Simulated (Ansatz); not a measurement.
GeH$_{2}$F$_{2}$: several calculations on one system

## 1. Relaxation

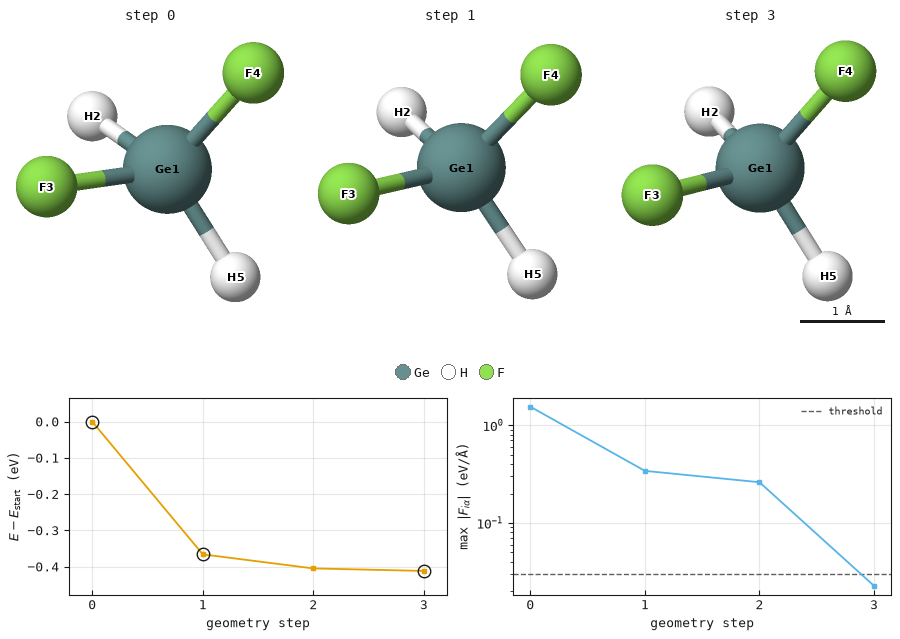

Frames of a relaxation of GeH₂F₂, marked on the history of the run. The picture is a ball-and-stick view, seen at a tilt.

The run prepares an end point of a later path (reaction) calculation, from a guessed geometry.

These are results of RKS B3LYP/def2-SVP in Ansatz 0.2.0, not measurements. Settings: no spin polarisation; force threshold 0.03 eV/Å; at most 50 steps.

> What happens along the run?

The atom that moves furthest after the best rigid fit is H2 (0.28 Å). By element the largest moves are H 0.28 Å, F 0.27 Å, Ge 0.09 Å. Among the contacts that change: Ge1–F3 1.701 → 1.737 Å, Ge1–H2 1.524 → 1.532 Å. Among the angles between lasting bonds that change: H2–Ge1–F3 84.7° → 107.8°, H2–Ge1–H5 126.6° → 119.2°, H2–Ge1–F4 113.0° → 107.9°. After 3 geometry steps the energy has fallen by 0.412 eV. Largest force component: 1.5 eV/Å at the start, 0.023 eV/Å at the end. The run took 10 s on 1 thread of Arm Neoverse V1 (shared host), peak memory 0.13 GiB. From step 0 to 1: H and F atoms move most (0.20 Å), energy −0.366 eV. From step 1 to 3: H2 moves most (0.10 Å), energy −0.046 eV.

```json
{"step": "0", "E − E(0), eV": "0.0000", "largest force component, eV/Å": "1.5469"}
{"step": "1", "E − E(0), eV": "-0.3660", "largest force component, eV/Å": "0.3413"}
{"step": "2", "E − E(0), eV": "-0.4048", "largest force component, eV/Å": "0.2612"}
{"step": "3", "E − E(0), eV": "-0.4118", "largest force component, eV/Å": "0.0227"}
```

## 2. Relaxation

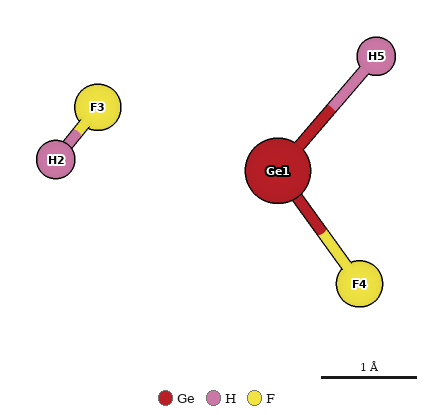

GeH₂F₂, before the relaxation. The picture is a ball-and-stick view, seen at a tilt.

The run prepares an end point of a later path (reaction) calculation, from a guessed geometry.

The calculation used RKS B3LYP/def2-SVP (Ansatz).

Input
```yaml
crystal:
  periodic: [false, false, false]
  atoms:
    - { symbol: Ge, position_ang: [-0.80243, -0.133179, 0.23639] }
    - { symbol: H, position_ang: [1.575768, 0.220378, 1.577266] }
    - { symbol: F, position_ang: [2.0058, -0.103513, 0.822712] }
    - { symbol: F, position_ang: [-0.75366, 1.312996, -0.774956] }
    - { symbol: H, position_ang: [-0.770778, -1.190582, -0.973511] }
basis:
  gaussian: { orbitals: def2-SVP }
hamiltonian:
  xc: b3lyp
relax:
  f_tol: 0.03
  max_steps: 50
output:
  orbitals: {}
```

Launched with:
```bash
ansatz run input.yaml --threads 1 --pin off --max-ram 2048MiB --backend cpu --events-out ev --progress --plain --runs-dir out
```

Question: Predict the outcome.

Answer: The largest move after the best rigid fit is that of H2, 1.16 Å. By element the largest moves are H 1.16 Å, F 0.93 Å, Ge 0.27 Å. Among the contacts that change: Ge1–F3 2.869 → 2.314 Å, Ge1–H2 2.753 → 2.284 Å, Ge1–F4 1.765 → 1.849 Å, H2–F3 0.927 → 0.964 Å. Among the angles between lasting bonds that change: F4–Ge1–H5 96.2° → 93.9°. Over 18 accepted moves (20 points after the start) the energy falls by 9.26 kcal/mol. Largest force component: 0.22 eV/Å at the start, 0.017 eV/Å at the end. The line search rejected the trial steps at points 4, 17 of the run.

Step by step:

| step | E − E(0), kcal/mol | largest force component, eV/Å | note |
| --- | --- | --- | --- |
| 0 | 0.00 | 0.2187 |  |
| 1 | -0.23 | 1.9103 |  |
| 2 | -1.85 | 0.6656 |  |
| 3 | -2.03 | 1.1852 |  |
| 4 | -1.39 | 1.5623 | rejected |
| 5 | -2.86 | 0.2947 |  |
| 6 | -3.06 | 0.3039 |  |
| 7 | -3.16 | 0.3626 |  |
| 8 | -4.23 | 0.3064 |  |
| 9 | -4.35 | 0.9953 |  |
| 10 | -4.57 | 0.9095 |  |
| 11 | -4.99 | 0.7612 |  |
| 12 | -6.34 | 0.2207 |  |
| 13 | -7.71 | 0.8765 |  |
| 14 | -8.36 | 0.3684 |  |
| 15 | -8.50 | 0.3397 |  |
| 16 | -8.97 | 0.4730 |  |
| 17 | -8.96 | 0.4205 | rejected |
| 18 | -9.22 | 0.0833 |  |
| 19 | -9.26 | 0.0368 |  |
| 20 | -9.26 | 0.0167 |  |

Final geometry:

```xyz
5

Ge   -0.8610   -0.3265    0.4130
H     1.2294    0.5860    0.5270
F     1.3737   -0.2383    1.0053
F    -0.0641    1.2407   -0.1602
H    -0.4234   -1.1558   -0.8972
```

The end point in the same view:

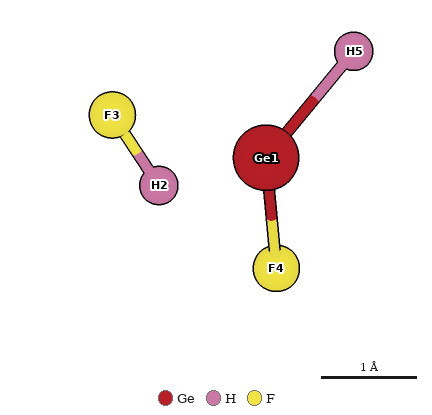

Limits of the set-up: the start holds two separate molecules, 2.8 Å apart at their closest, whose relative position is a soft coordinate and is computed without a dispersion correction.

## 3. Path

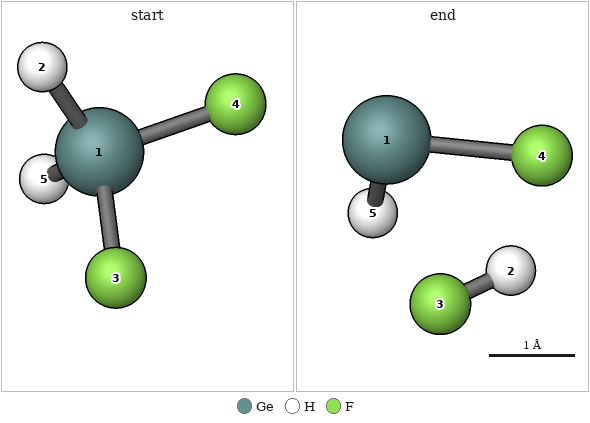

The two relaxed end points of a path for GeH2F2. A ball-and-stick model, seen from a free direction.

Theory: Ansatz, RKS B3LYP/def2-SVP.

Run with 7 movable images; climbing image; force threshold 0.05 eV/Å; iteration limit 60.

Start:
```xyz
5

Ge    0.2030   -0.0567    0.2401
H     0.2107    0.0639    1.7677
F     1.8512   -0.0130   -0.3055
F    -0.5334    1.3782   -0.4041
H    -0.4767   -1.2663   -0.4103
```

End:
```xyz
5

Ge   -0.6231   -0.6437    0.6321
H     1.1242    0.7996    0.3508
F     1.5974    0.0058    0.6247
F    -0.4326    1.1313    0.1502
H    -0.4112   -1.1870   -0.8698
```

Predict the minimum-energy path and its barrier.

Answer. Forward barrier 59.3 kcal/mol, backward barrier 30.0 kcal/mol, with image 3 at the top; the reaction energy is +29.3 kcal/mol. Breaking: Ge1–F3 (1.74 → 2.00 at the top → 2.31 Å), Ge1–H2 (1.53 → 1.64 at the top → 2.28 Å). Forming: H2–F3 (2.64 → 1.30 at the top → 0.96 Å). The band is converged. At the top, the vibrational analysis gives one imaginary mode (1303i cm⁻¹), as a transition state must have.

Energies of the converged images:

```csv
image,path (Å),E (kcal/mol)
0,0.00,0.0
1,0.42,7.9
2,0.85,35.6
3,1.27,59.3
4,1.79,39.8
5,2.31,36.0
6,2.83,35.0
7,3.35,32.2
8,3.87,29.3
```

The geometry at the top of the path:

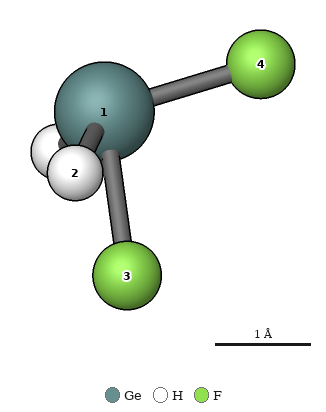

Cost: 3.3 min on 1 thread of Arm Neoverse V1, with other jobs on the host, peak memory 0.14 GiB.
